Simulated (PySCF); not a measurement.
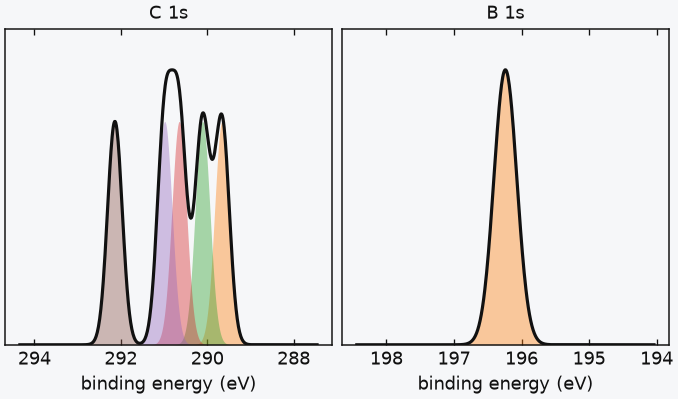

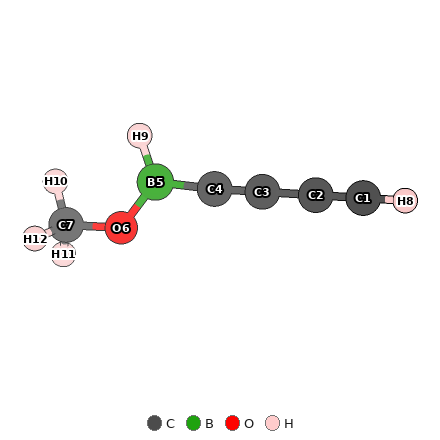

Simulated XPS of C₅H₅BO, SMILES C#CC#CBOC. Vertical core-electron binding energies by ΔSCF (PBE0, pcX-2 on the ionised atom, pcseg-1 elsewhere, spin-free X2C; PySCF, at a PBE0-D3(BJ)/def2-SVP geometry (no frequency check)), gas phase, against the vacuum level. One atom of each kind was ionised; within a panel, areas follow the number of like atoms, each panel is scaled alone, Gaussians of 0.4 eV full width. Only the regions named are shown. Lines closer than the width merge in the curve.

### Which atoms give which peak?

| level | atoms | binding energy (eV) |
| --- | --- | --- |
| C 1s | C7 | 292.1 |
| C 1s | C2 | 291.0 |
| C 1s | C3 | 290.6 |
| C 1s | C1 | 290.1 |
| C 1s | C4 | 289.7 |
| B 1s | B5 | 196.2 |

### How large is the chemical shift across the C 1s region?

2.5 eV, from C4 at 289.7 eV to C7 at 292.1 eV.

Caveats: one conformer of a flexible molecule.
